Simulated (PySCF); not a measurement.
**One shape, several levels: CH5FO2Si (SMILES CO[SiH](O)F)**

Wanted: a comparison of 5 runs (HF/STO-3G, HF/3-21G, HF/pcseg-1, PBE0/STO-3G, B3LYP/6-31G*) of CH5FO2Si. The job is set up through a Python script.

The results are computed with PySCF 2.14.0.

**1. The structure to begin with**

CH5FO2Si: 10 atoms, total charge 0, spin state singlet. SMILES: `CO[SiH](O)F`. The coordinates come from a PBE0-D4/def2-TZVP relaxation. This is one conformer, not always the lowest.

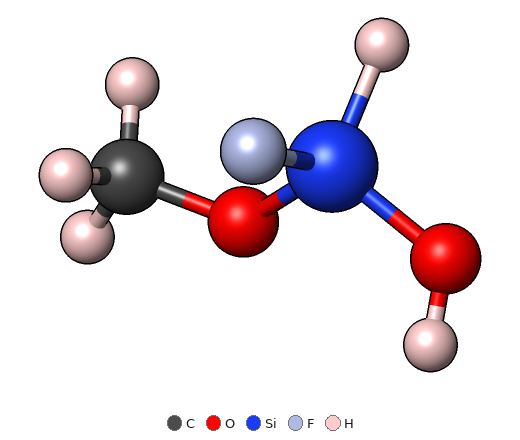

The structure, seen from a chosen angle (carbon dark grey, oxygen red, silicon blue, fluorine light blue, hydrogen pink).

**2. Energy and gradient at HF/STO-3G (run 1)**

calc.py reads:

```python
from pyscf import gto, scf

molecule = gto.Mole()
molecule.atom = '''
C   -1.550700   0.308900  -0.318800
O   -0.455700  -0.500500   0.056700
Si   1.106900  -0.069800  -0.026500
O    1.998600  -1.188900   0.731400
F    1.258900   1.360100   0.664200
H   -1.539500   0.516600  -1.393800
H   -1.548300   1.258000   0.224900
H   -2.467800  -0.231000  -0.080400
H    1.617100   0.065000  -1.399200
H    1.663300  -1.569600   1.544600
'''
molecule.verbose = 3
molecule.spin = 0
molecule.max_memory = 1860
molecule.basis = 'sto-3g'
molecule.build()

myscf = scf.RHF(molecule)
myscf.conv_tol = 1e-10
myscf.kernel()
if not myscf.converged:
    myscf = myscf.newton().run(myscf.mo_coeff, myscf.mo_occ)

e_tot = myscf.e_tot
print('Final energy', e_tot)
grad = myscf.nuc_grad_method().kernel()
dip = myscf.dip_moment()
pop, q = myscf.mulliken_pop()
```

Launch:

```
$ OMP_NUM_THREADS=1 python calc.py
```

The program printed:

```text
converged SCF energy = -571.695533433237
Final energy -571.6955334332372
--------------- RHF gradients ---------------
         x                y                z
0 C    -0.0167951092     0.0003902320     0.0005949704
1 O     0.0179218593     0.0212231096    -0.0081756271
2 Si    -0.0120969024    -0.0242625956     0.0363132313
3 O    -0.0267004136     0.0060024726     0.0171672581
4 F    -0.0007917404    -0.0033722014    -0.0059040601
5 H     0.0039435267    -0.0035540293     0.0015093036
6 H     0.0045861927    -0.0039770562     0.0013849154
7 H     0.0036296231    -0.0009504609     0.0001099481
8 H     0.0094431383     0.0056167135    -0.0236674093
9 H     0.0168598255     0.0028838156    -0.0193325303
----------------------------------------------
Dipole moment(X, Y, Z, Debye): -1.04300,  0.12302, -0.07465
 ** Mulliken pop  **
pop of  0 C 1s            1.99230
pop of  0 C 2s            1.17750
pop of  0 C 2px           0.91719
pop of  0 C 2py           0.96211
pop of  0 C 2pz           1.00941
pop of  1 O 1s            1.99750
pop of  1 O 2s            1.79943
pop of  1 O 2px           1.19452
pop of  1 O 2py           1.63289
pop of  1 O 2pz           1.85765
pop of  2 Si 1s           1.99960
pop of  2 Si 2s           1.98684
pop of  2 Si 3s           1.01098
pop of  2 Si 2px          1.96466
pop of  2 Si 2py          1.96502
pop of  2 Si 2pz          1.96618
pop of  2 Si 3px          0.57505
pop of  2 Si 3py          0.55699
pop of  2 Si 3pz          0.74214
pop of  3 O 1s            1.99754
pop of  3 O 2s            1.81562
pop of  3 O 2px           1.69821
pop of  3 O 2py           1.62752
pop of  3 O 2pz           1.38007
pop of  4 F 1s            1.99914
pop of  4 F 2s            1.95569
pop of  4 F 2px           1.93713
pop of  4 F 2py           1.59468
pop of  4 F 2pz           1.87105
pop of  5 H 1s            0.94859
pop of  6 H 1s            0.94476
pop of  7 H 1s            0.93102
pop of  8 H 1s            1.17909
pop of  9 H 1s            0.81192
 ** Mulliken atomic charges  **
charge of    0C =     -0.05852
charge of    1O =     -0.48198
charge of    2Si =      1.23253
charge of    3O =     -0.51896
charge of    4F =     -0.35769
charge of    5H =      0.05141
charge of    6H =      0.05524
charge of    7H =      0.06898
charge of    8H =     -0.17909
charge of    9H =      0.18808
```

Run time: 5.1 s. Hardware: 1 thread of Intel Xeon at 2.50GHz (Skylake/Cascade Lake), shared host; peak memory 0.12 GiB.

**3. Energy and gradient at HF/3-21G (run 2)**

geometry.xyz reads:

```xyz
10
CH5FO2Si
C     -1.550700     0.308900    -0.318800
O     -0.455700    -0.500500     0.056700
Si     1.106900    -0.069800    -0.026500
O      1.998600    -1.188900     0.731400
F      1.258900     1.360100     0.664200
H     -1.539500     0.516600    -1.393800
H     -1.548300     1.258000     0.224900
H     -2.467800    -0.231000    -0.080400
H      1.617100     0.065000    -1.399200
H      1.663300    -1.569600     1.544600
```

input.py reads:

```python
from pyscf import gto

system = gto.M(
    atom='geometry.xyz',
    verbose=4,
    max_memory=1860,
    basis='3-21g',
)

mf = system.RHF()
mf.conv_tol = 1e-10
mf.kernel()
if not mf.converged:
    mf = mf.newton().run(mf.mo_coeff, mf.mo_occ)

e_tot = mf.e_tot
print(f'total energy: {e_tot:.8f} hartree')
grad = mf.nuc_grad_method().kernel()
mf.analyze()
```

Launch:

```
$ OMP_NUM_THREADS=1 python input.py
```

The program printed:

```text
PySCF version 2.14.0

[... 78 lines left out ...]
Total Energy =                        -575.906675341378559
[... 9 lines left out ...]
MO #3   energy= -20.4624891623538  occ= 2
[... 7 lines left out ...]
MO #11  energy= -1.3781252055648   occ= 2
[... 7 lines left out ...]
MO #19  energy= -0.628083559352647 occ= 2
[... 7 lines left out ...]
MO #27  energy= 0.230117456662156  occ= 0
[... 7 lines left out ...]
MO #35  energy= 0.449793784950547  occ= 0
[... 7 lines left out ...]
MO #43  energy= 1.29647356697349   occ= 0
[... 7 lines left out ...]
MO #51  energy= 1.9720248006021    occ= 0
[... 7 lines left out ...]
MO #59  energy= 3.86868383324085   occ= 0
[... 72 lines left out ...]
Dipole moment(X, Y, Z, Debye): -2.27014,  0.03582, -0.11345
```

Run time: 5.7 s. Hardware: 1 thread of Intel Xeon at 2.50GHz (Skylake/Cascade Lake), shared host; peak memory 0.13 GiB.

Runs 3 to 4 aren't shown in full; the table further down has their settings and results.

**4. Energy and gradient at B3LYP/6-31G(d) (Cartesian functions) (run 5)**

input.xyz reads:

```xyz
10

C     -1.550700     0.308900    -0.318800
O     -0.455700    -0.500500     0.056700
Si     1.106900    -0.069800    -0.026500
O      1.998600    -1.188900     0.731400
F      1.258900     1.360100     0.664200
H     -1.539500     0.516600    -1.393800
H     -1.548300     1.258000     0.224900
H     -2.467800    -0.231000    -0.080400
H      1.617100     0.065000    -1.399200
H      1.663300    -1.569600     1.544600
```

calc.py reads:

```python
from pyscf import gto, dft

system = gto.M(
    atom='input.xyz',
    max_memory=1860,
    charge=0,
    spin=0,
    verbose=3,
    basis='6-31g*',
    cart=True,
)

mf = dft.RKS(system, xc='b3lyp')
mf.grids.level = 5
mf.conv_tol = 1e-10
mf.kernel()
if not mf.converged:
    mf = mf.newton().run(mf.mo_coeff, mf.mo_occ)

energy = mf.e_tot
print('Final energy', energy)
grad = mf.nuc_grad_method().kernel()
dip = mf.dip_moment()
pop, q = mf.mulliken_pop()
```

Launch:

```
$ OMP_NUM_THREADS=1 python calc.py
```

The program printed:

```text
converged SCF energy = -581.033462593548
Final energy -581.0334625935478
[... 8 lines left out ...]
Dipole moment(X, Y, Z, Debye): -1.79237, -0.23304,  0.21413
[... 100 lines left out ...]
charge of    9H =      0.43007
```

Run time: 73 s. Hardware: 1 thread of Intel Xeon at 2.50GHz (Skylake/Cascade Lake), shared host; peak memory 0.88 GiB.

**5. The series**

```tsv
run	level	integration grid	Cartesian functions	energy (Eh)	dipole moment (D)	HOMO energy (eV)	LUMO energy (eV)	wall time
1	HF/STO-3G	–	no	-571.695533	1.05	-9.22	12.44	5.1 s
2	HF/3-21G	–	no	-575.906675	2.27	-12.51	6.01	5.7 s
3	HF/pcseg-1	–	no	-578.922783	2.11	-12.89	4.16	26 s
4	PBE0/STO-3G	5	no	-573.163185	0.96	-4.25	7.07	29 s
5	B3LYP/6-31G* (Cartesian functions)	5	yes	-581.033463	1.82	-8.19	1.26	73 s
```

**6. What came out**

| quantity | value |
| --- | --- |
| run 5: total energy | -581.03346 Eh |
| run 5: dipole moment | 1.82 D |
| run 5: HOMO energy | -8.19 eV |
| run 5: LUMO energy | 1.26 eV |
| run 5: HOMO–LUMO gap | 9.45 eV |
| run 5: largest force on an atom | 0.650 eV/Å |

The dipole moment (its size) runs from 0.96 D (PBE0/STO-3G) to 2.27 D (HF/3-21G). The two ends differ in method and basis. The HOMO–LUMO gap runs from 9.45 eV (B3LYP/6-31G*) to 21.65 eV (HF/STO-3G). Totals of different functionals can't be ranked against each other. In runs 1, 4 the basis is minimal, so the values are rough. All runs together took 2.3 min, the longest 73 s.
